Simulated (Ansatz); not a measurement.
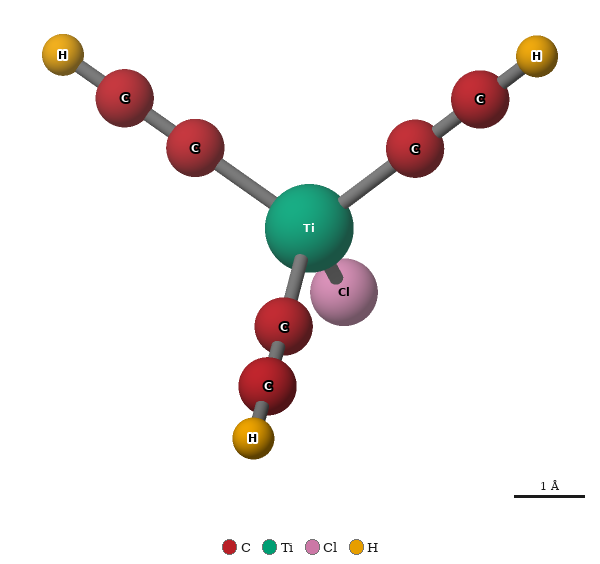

*The structure as given in the input (ball-and-stick view, seen at a tilt). Sticks mark near contacts.*

# Geometry relaxation, with input and output: C6H3ClTi

C6H3ClTi, computed with RKS PBE0-D4/def2-TZVP (Ansatz 0.2.0).

The geometry: PBE-D4/def2-SVP start. Figures and captions count atoms from 1; the log counts them from 0 in places.

## What the program printed
```
Functional definition: PBE0
  name "PBE0"
  cite "Adamo & Barone, J. Chem. Phys. 110, 6158 (1999) doi:10.1063/1.478522"
  cite "Perdew, Burke & Ernzerhof, Phys. Rev. Lett. 77, 3865 (1996) doi:10.1103/PhysRevLett.77.3865"
  parent pbe
  parameter a = 0.25
  parameter kappa = 0.804
  parameter beta = 0.06672455060314922
  exchange = (1 - a)*pbe_x(kappa = kappa, mu = beta*pi^2/3) + a*exact_x
  correlation = pbe_c(beta = beta)
1946 factors; their error is unknown
mean field evaluation 1: about -41874.8541 eV, gradient 7.7e1 eV
mean field evaluation 2: about -41562.3472 eV, gradient 4.6e2 eV
mean field evaluation 4: about -41880.3735 eV, gradient 6.4e1 eV
mean field evaluation 8: about -41889.4195 eV, gradient 1.4e-1 eV
mean field evaluation 16: about -41889.5879 eV, gradient 9.0e-4 eV
mean field -41889.58794064 eV, -1539.4139630360 hartree, gradient 4.5e-5 eV, S^2 0.000000; 0 other end points of the search recorded, 0 dependent functions left out
the calculation of the forces begins
reference -41889.58798165 eV, -1539.4139645431 hartree; 39, 39 occupied and 247, 247 virtual orbitals, 1946 factors
relax step   1: F+E_penalty+E_count = -41889.87796448 eV  Δ(F+E_penalty+E_count) = +0.000e0 eV  max|allowed force component| = 2.163e0 eV/Å  Δτ_max = 0.0000 Å  (35 SCF iters, accepted)
these checks for a lower state are left out or cut short: starts, cluster_reference, orbital_swaps, neighbouring_geometries, increment
1946 factors; their error is unknown
mean field -41889.69071467 eV, -1539.4177399120 hartree, gradient 2.2e-5 eV, S^2 0.000000; 0 other end points of the search recorded, 0 dependent functions left out
the calculation of the forces begins
reference -41889.69075541 eV, -1539.4177414091 hartree; 39, 39 occupied and 247, 247 virtual orbitals, 1946 factors
relax step   2: F+E_penalty+E_count = -41889.98353712 eV  Δ(F+E_penalty+E_count) = -1.056e-1 eV  max|allowed force component| = 1.619e-1 eV/Å  Δτ_max = 0.0411 Å  (36 SCF iters, accepted)
these checks for a lower state are left out or cut short: starts, cluster_reference, orbital_swaps, neighbouring_geometries, increment
1946 factors; their error is unknown
mean field evaluation 32: about -41889.6916 eV, gradient 5.0e-1 eV
mean field -41889.69190514 eV, -1539.4177836608 hartree, gradient 2.5e-5 eV, S^2 0.000000; 0 other end points of the search recorded, 0 dependent functions left out
the calculation of the forces begins
reference -41889.69194585 eV, -1539.4177851569 hartree; 39, 39 occupied and 247, 247 virtual orbitals, 1946 factors
relax step   3: F+E_penalty+E_count = -41889.98474479 eV  Δ(F+E_penalty+E_count) = -1.208e-3 eV  max|allowed force component| = 4.431e-3 eV/Å  Δτ_max = 0.0047 Å  (37 SCF iters, accepted)
1946 factors; their error is unknown
mean field evaluation 64: about -41889.6919 eV, gradient 4.0e-5 eV
```

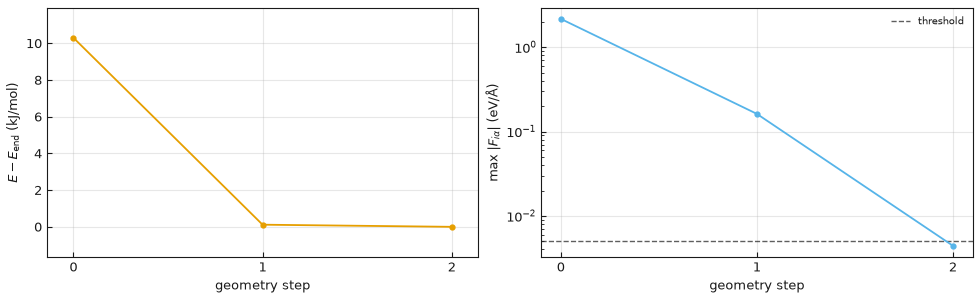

*Progress of the relaxation, step by step (the first geometry is step 0 here and step 1 in the log).*

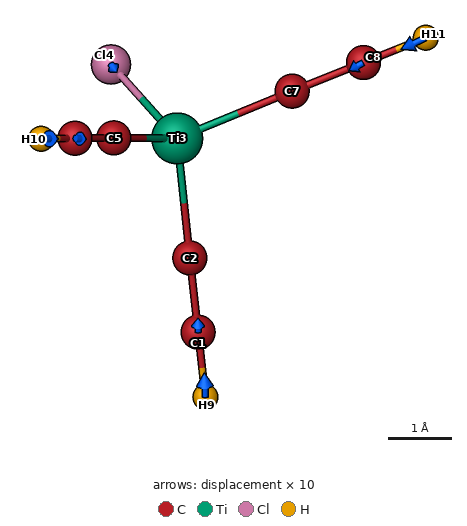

*The starting structure with the displacements as blue arrows, magnified 10 times (ball-and-stick view, seen at a tilt). The two geometries are laid on each other by the best rigid fit.*

Over 2 geometry steps the energy falls by 10.3 kJ/mol. Largest force component: 2.2 eV/Å at the start, 0.0044 eV/Å at the end. The largest move after the best rigid fit is that of H11, 0.046 Å. Largest moves by element: H 0.046 Å, C 0.029 Å, Cl 0.021 Å, Ti 0.007 Å. Among the contacts that change: C1–C2 1.241 → 1.216 Å, C1–H9 1.085 → 1.067 Å, Ti3–Cl4 2.184 → 2.170 Å, C2–Ti3 2.007 → 2.003 Å. (Atoms are counted from 1 in the order of the input.)

```
mean field -41889.69190514 eV, -1539.4177836608 hartree, gradient 2.6e-5 eV, S^2 0.000000; 1 other end points of the search recorded, 0 dependent functions left out
the calculation of the forces begins
reference -41889.69194585 eV, -1539.4177851569 hartree; 39, 39 occupied and 247, 247 virtual orbitals, 1946 factors
Total energy: -41889.98478550 eV, -1539.4285468156 hartree
Atom 0 at    -0.834860     0.250309     2.906492 Å, force    -0.003366     0.001828     0.003352 eV/Å
Atom 1 at    -0.774617     0.182027     1.693864 Å, force     0.000662    -0.000725    -0.002401 eV/Å
Atom 2 at    -0.650026     0.066943    -0.301775 Å, force    -0.002641     0.000095    -0.002150 eV/Å
Atom 3 at    -2.610621     0.284435    -1.205166 Å, force     0.003063    -0.000406     0.002042 eV/Å
Atom 4 at     0.583603     1.511063    -0.937387 Å, force    -0.003039    -0.000313     0.000889 eV/Å
Atom 5 at     1.339303     2.386208    -1.313954 Å, force     0.001801     0.002726    -0.001877 eV/Å
Atom 6 at     0.154420    -1.703956    -0.779521 Å, force    -0.001891     0.002134    -0.000046 eV/Å
Atom 7 at     0.650291    -2.777707    -1.062257 Å, force    -0.001272    -0.004431    -0.000989 eV/Å
Atom 8 at    -0.884853     0.310334     3.970929 Å, force     0.001260    -0.000832     0.002189 eV/Å
Atom 9 at     2.005172     3.152959    -1.642345 Å, force     0.002262     0.000648    -0.000594 eV/Å
Atom 10 at     1.087587    -3.719714    -1.308278 Å, force     0.003161    -0.000724    -0.000415 eV/Å
Dipole moment:     0.340440    -0.037338     0.158151 e Å
```

## Trajectory as extended XYZ (Å, eV, eV/Å), 3 frames, from step=1 to step=3
```
11
Properties=species:S:1:pos:R:3:forces:R:3 step=1 energy=-41889.87796
C    -0.8406    0.2527    2.9320    0.0750  -0.0903  -1.6451
C    -0.7806    0.1828    1.6942   -0.0946   0.1200   2.1627
Ti   -0.6557    0.0671   -0.3057   -0.1265   0.0155  -0.0585
Cl   -2.6282    0.2863   -1.2168    0.2158  -0.0244   0.1018
C     0.5795    1.5154   -0.9420    1.3550   1.5591  -0.6619
C     1.3507    2.4097   -1.3244   -1.0278  -1.1897   0.5084
C     0.1495   -1.7082   -0.7837    0.8923  -1.9120  -0.4969
C     0.6554   -2.8046   -1.0709   -0.6778   1.4561   0.3819
H    -0.8906    0.3142    4.0138    0.0305  -0.0369  -0.6269
H     2.0270    3.1898   -1.6563   -0.3890  -0.4510   0.1911
H     1.0989   -3.7625   -1.3197   -0.2528   0.5537   0.1433
11
Properties=species:S:1:pos:R:3:forces:R:3 step=2 energy=-41889.98354
C    -0.8342    0.2504    2.9060   -0.0068   0.0058   0.0663
C    -0.7744    0.1819    1.6923   -0.0053   0.0056   0.1119
Ti   -0.6506    0.0668   -0.3025   -0.0279   0.0031  -0.0139
Cl   -2.6118    0.2845   -1.2070    0.0154  -0.0019   0.0083
C     0.5828    1.5104   -0.9372    0.0685   0.0819  -0.0346
C     1.3389    2.3868   -1.3134    0.0408   0.0479  -0.0210
C     0.1539   -1.7033   -0.7794    0.0452  -0.0987  -0.0268
C     0.6499   -2.7783   -1.0619    0.0237  -0.0601  -0.0153
H    -0.8843    0.3109    3.9747    0.0093  -0.0103  -0.1619
H     2.0070    3.1572   -1.6425   -0.0997  -0.1174   0.0497
H     1.0883   -3.7244   -1.3085   -0.0633   0.1441   0.0373
11
Properties=species:S:1:pos:R:3:forces:R:3 step=3 energy=-41889.98475
C    -0.8349    0.2503    2.9065   -0.0034   0.0018   0.0034
C    -0.7746    0.1820    1.6939    0.0007  -0.0007  -0.0024
Ti   -0.6500    0.0669   -0.3018   -0.0026   0.0001  -0.0022
Cl   -2.6106    0.2844   -1.2052    0.0031  -0.0004   0.0020
C     0.5836    1.5111   -0.9374   -0.0030  -0.0003   0.0009
C     1.3393    2.3862   -1.3140    0.0018   0.0027  -0.0019
C     0.1544   -1.7040   -0.7795   -0.0019   0.0021   0.0000
C     0.6503   -2.7777   -1.0623   -0.0013  -0.0044  -0.0010
H    -0.8849    0.3103    3.9709    0.0013  -0.0008   0.0022
H     2.0052    3.1530   -1.6423    0.0023   0.0006  -0.0006
H     1.0876   -3.7197   -1.3083    0.0032  -0.0007  -0.0004
```

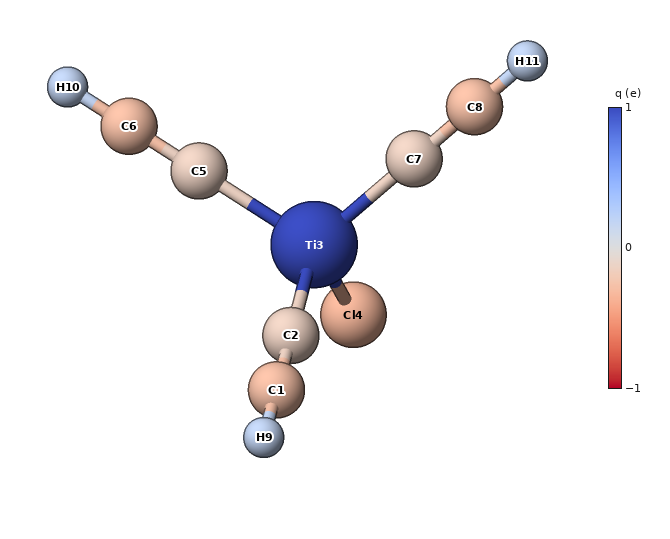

*Mulliken charges, as the colour of each atom (ball-and-stick view, seen at a tilt; atoms are numbered from 1 in the order of the input; Mulliken charges depend strongly on the basis).*

By element: C −0.27 to −0.14, Ti +1.00, Cl −0.32 and H +0.19 e.

This output came from the following input.

## Input
```yaml
crystal:
  periodic: [false, false, false]
  atoms:
    - {symbol: C, position_ang: [-0.840605, 0.252744, 2.932049]}
    - {symbol: C, position_ang: [-0.780573, 0.182837, 1.694247]}
    - {symbol: Ti, position_ang: [-0.655695, 0.067097, -0.305660]}
    - {symbol: Cl, position_ang: [-2.628226, 0.286330, -1.216771]}
    - {symbol: C, position_ang: [0.579503, 1.515442, -0.941989]}
    - {symbol: C, position_ang: [1.350704, 2.409676, -1.324395]}
    - {symbol: C, position_ang: [0.149513, -1.708155, -0.783738]}
    - {symbol: C, position_ang: [0.655405, -2.804600, -1.070925]}
    - {symbol: H, position_ang: [-0.890559, 0.314209, 4.013754]}
    - {symbol: H, position_ang: [2.026997, 3.189820, -1.656316]}
    - {symbol: H, position_ang: [1.098936, -3.762499, -1.319655]}
basis:
  gaussian: {orbitals: def2-TZVP}
hamiltonian: {xc: pbe0, dispersion: d4}
relax: {f_tol: 0.005, max_steps: 150}
```

Launch command:
```bash
ansatz run in.yaml --threads 4 --pin off --events-out ev --progress --plain --max-ram 11315MiB
```

## Summary

- outcome: converged
- total energy: −41889.9848 eV
- mean-field energy: −41889.6919 eV
- dispersion energy: −0.2928 eV
- SCF solution under orbital rotations: stable
- largest force (length of the vector) at the end: 0.005 eV/Å
- dipole moment: 1.81 D
- hardware: 4 threads of Arm Neoverse V2, 23 GiB of memory available, shared host
- wall time: 42 s (CPU time 2.7 min)
- peak memory: 1.1 GiB
